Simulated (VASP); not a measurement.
Band structure of Tl3Hg (space group Pm-3m). Level of theory: PBEsol GGA, VASP's PBE PAW potentials (set 64) (plane waves; VASP 6.6.1).

Unless said otherwise, spin-orbit coupling is left out, though it shifts the bands of the heavy elements here.

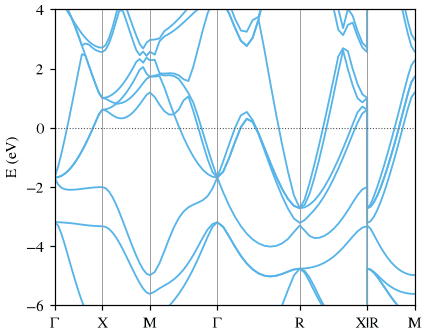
Fig. 1. Bands along high-symmetry lines, zero at the valence-band maximum or, without a gap, the Fermi level

### Question
Read the plot: is there a gap, and where are the band edges?

### Answer
It has no gap at this level: it comes out as a metal or semimetal. (Edges off the drawn lines would not show.)

The structure comes from a computed database's Tl3Hg entry (Pm-3m); how it stands against other phases isn't given here. It was relaxed first, which changed the volume by -6 %. The electron count is odd and the run is not spin-polarised, which forces a metal.
